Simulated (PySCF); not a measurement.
**UPBE/SBKJC (core potential) run of [NH3]+ (SMILES [NH3+])**

What is the energy change on altering one bond length of [NH3]+ at UPBE/SBKJC (core potential)? The job is set up through a Python script.

The calculation is run with PySCF 2.14.0.

12 further runs of the same task are left out: 1 that didn't finish, 11 set aside as unsound or not needed.

**1. The system as given**

[NH3]+: 4 atoms, total charge +1, spin state doublet. SMILES: `[NH3+]`. The coordinates come from a GFN2-xTB relaxation.

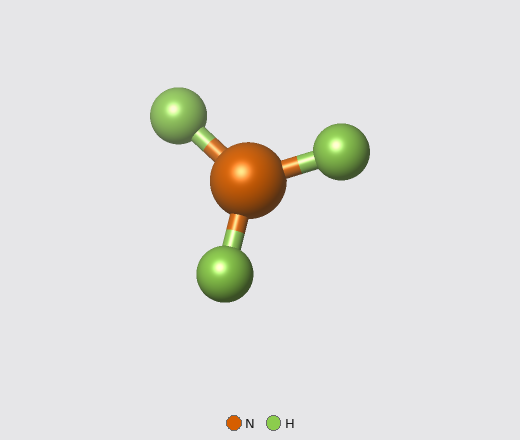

Viewed from a chosen angle; nitrogen orange, hydrogen green.

**2. The energy at UPBE/SBKJC (core potential)**

calc.py

```python
from pyscf import gto, dft

molecule = gto.M(
    atom='N 0.000140 -0.000820 -0.000330; H 0.510700 -0.238750 0.859300; H -0.995460 -0.239520 -0.089810; H 0.484620 0.479080 -0.769160',
    verbose=4,
    spin=1,
    max_memory=1860,
    basis='sbkjc',
    ecp={'N': 'sbkjc'},
    charge=1,
)

calc0 = dft.UKS(molecule, xc='pbe')
calc0.conv_tol = 1e-10
calc0.grids.level = 5
calc0.kernel()
if not calc0.converged:
    calc0 = calc0.newton().run(calc0.mo_coeff, calc0.mo_occ)

e_final = calc0.e_tot
print('E(%s) = %.9f' % ('PBE', e_final))
```

Started as:

```sh
$ OMP_NUM_THREADS=1 python calc.py
```

The log of the run:

```text
PySCF version 2.14.0

[INPUT] num. atoms = 4
[INPUT] num. electrons = 7
[INPUT] charge = 1
[INPUT] spin (= nelec alpha-beta = 2S) = 1
[INPUT] symmetry False subgroup None
[INPUT] Mole.unit = angstrom
[INPUT] Symbol           X                Y                Z      unit          X                Y                Z       unit  Magmom
[INPUT]  1 N      0.000140000000  -0.000820000000  -0.000330000000 AA    0.000264561657  -0.001549575422  -0.000623609621 Bohr   0.0
[INPUT]  2 H      0.510700000000  -0.238750000000   0.859300000000 AA    0.965083131815  -0.451172112240   1.623841658839 Bohr   0.0
[INPUT]  3 H     -0.995460000000  -0.239520000000  -0.089810000000 AA   -1.881146767960  -0.452627201356  -0.169716303247 Bohr   0.0
[INPUT]  4 H      0.484620000000   0.479080000000  -0.769160000000 AA    0.915799074487   0.905329991757  -1.453501745970 Bohr   0.0

nuclear repulsion = 8.61547113591392
number of shells = 10
number of NR pGTOs = 25
number of NR cGTOs = 14
basis = sbkjc
ecp = {'N': 'sbkjc'}

******** <class 'pyscf.dft.uks.UKS'> ********
method = UKS
initial guess = minao
damping factor = 0
level_shift factor = 0
DIIS = <class 'pyscf.scf.diis.CDIIS'>
diis_start_cycle = 1
diis_space = 8
diis_damp = 0
SCF conv_tol = 1e-10
SCF conv_tol_grad = None
SCF max_cycles = 50
direct_scf = True
direct_scf_tol = 1e-13
number electrons alpha = 4  beta = 3
XC library pyscf.dft.libxc version 7.0.0
    S. Lehtola, C. Steigemann, M. J.T. Oliveira, and M. A.L. Marques.,  SoftwareX 7, 1–5 (2018)
XC functionals = pbe
    J. P. Perdew, K. Burke, and M. Ernzerhof.,  Phys. Rev. Lett. 77, 3865 (1996)
    J. P. Perdew, K. Burke, and M. Ernzerhof.,  Phys. Rev. Lett. 78, 1396 (1997)
    J. P. Perdew, K. Burke, and M. Ernzerhof.,  Phys. Rev. Lett. 77, 3865 (1996)
    J. P. Perdew, K. Burke, and M. Ernzerhof.,  Phys. Rev. Lett. 78, 1396 (1997)
radial grids:
    Treutler-Ahlrichs [JCP 102, 346 (1995); DOI:10.1063/1.469408] (M4) radial grids

becke partition: Becke, JCP 88, 2547 (1988); DOI:10.1063/1.454033
pruning grids: <function nwchem_prune>
grids dens level: 5
symmetrized grids: False
atomic radii adjust function: <function treutler_atomic_radii_adjust>
small_rho_cutoff = 0
Set gradient conv threshold to 1e-05
tot grids = 112736
init E= -10.8074695943994
[... the frontier-level lines of each cycle are left out ...]


cycle= 1 E= -10.8883944104489  delta_E= -0.0809  |g|= 0.88  |ddm|= 1.66
cycle= 2 E= -10.8692341756459  delta_E= 0.0192  |g|= 0.899  |ddm|= 1.48
cycle= 3 E= -11.3155595315505  delta_E= -0.446  |g|= 0.0132  |ddm|= 0.788
cycle= 4 E= -11.3157298902552  delta_E= -0.00017  |g|= 0.00256  |ddm|= 0.0271
cycle= 5 E= -11.3157382849554  delta_E= -8.39e-06  |g|= 0.00041  |ddm|= 0.00483
cycle= 6 E= -11.3157385202642  delta_E= -2.35e-07  |g|= 3.42e-05  |ddm|= 0.000893
cycle= 7 E= -11.3157385212282  delta_E= -9.64e-10  |g|= 1.19e-06  |ddm|= 5.37e-05
cycle= 8 E= -11.3157385212295  delta_E= -1.33e-12  |g|= 3.39e-07  |ddm|= 3.49e-06
Extra cycle  E= -11.3157385212296  delta_E= -7.11e-14  |g|= 1.58e-07  |ddm|= 1.09e-06
converged SCF energy = -11.3157385212296  <S^2> = 0.75265908  2S+1 = 2.0026573
E(PBE) = -11.315738521
```

Wall time 1.9 s (1 thread of Arm Neoverse V2, shared host); peak memory 0.17 GiB.

**3. The distorted shape, same level**

input.py

```python
from pyscf import gto, dft

mol = gto.M(
    atom='''
N     -0.457486    -0.454972     0.725789
H      0.507333    -0.904595     2.350254
H     -2.338897    -0.906050     0.556696
H      0.915799     0.905330    -1.453502
''',
    unit='bohr',
    ecp={'N': 'sbkjc'},
    verbose=3,
    charge=1,
    max_memory=1860,
    basis='sbkjc',
    spin=1,
)

myscf = dft.UKS(mol)
myscf.xc = 'pbe'
myscf.conv_tol = 1e-10
myscf.grids.level = 5
myscf.kernel()
if not myscf.converged:
    myscf = myscf.newton().run(myscf.mo_coeff, myscf.mo_occ)

e_tot = myscf.e_tot
print('E = %.10f Eh' % e_tot)
```

Started as:

```sh
$ OMP_NUM_THREADS=1 python input.py
```

The log of the run:

```text
WARN: HOMO -0.0569572639908212 >= LUMO -0.0569572639908209

converged SCF energy = -11.2409709055801  <S^2> = 0.75898166  2S+1 = 2.0089616
E = -11.2409709056 Eh
```

Wall time 2.2 s (1 thread of Arm Neoverse V2, shared host); peak memory 0.17 GiB.

**4. Outcome**

Level: UPBE/SBKJC (core potential).

| quantity | value |
| --- | --- |
| first shape: total energy | -11.31574 Eh |
| first shape: HOMO energy (highest over α and β) | -18.00 eV |
| first shape: LUMO energy (lowest over α and β) | -14.19 eV |
| first shape: ⟨S²⟩ | 0.753 |
| distorted shape: total energy | -11.24097 Eh |
| distorted shape: HOMO energy (highest over α and β) | -17.08 eV |
| distorted shape: LUMO energy (lowest over α and β) | -13.28 eV |
| distorted shape: ⟨S²⟩ | 0.759 |
| energy change with the N1–H4 bond stretched from 1.028 to 1.541 Å | 2.035 eV |

What this shows: With the N1–H4 bond stretched from 1.028 to 1.541 Å the energy rises by 2.03 eV (196 kJ/mol). The first shape isn't relaxed at this level, so the change isn't measured from a minimum. Mulliken charges (first shape) run from -0.32 on N1 to +0.44 on H2; they depend strongly on the basis. Mulliken charges (distorted shape) run from -0.34 on N1 to +0.49 on H4; they depend strongly on the basis.
